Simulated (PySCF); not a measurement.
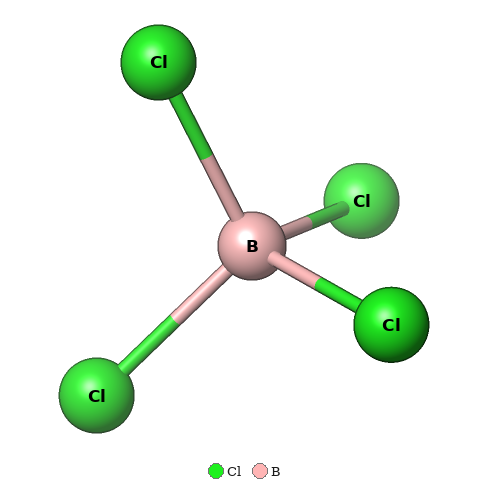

Atoms fade into the background with distance from the viewer. Charge −1, singlet. The geometry was computed by an optimisation with PBE0-D3(BJ)/def2-SVP. No frequency run is at hand to confirm it as a minimum.

> List the symmetry elements and name the point group.

It has 4 C3 axes, 3 C2 axes, 3 S4 axes and 6 mirror planes, so the point group is Td. The group has 24 operations. The geometry is achiral, and symmetry forbids a dipole moment.
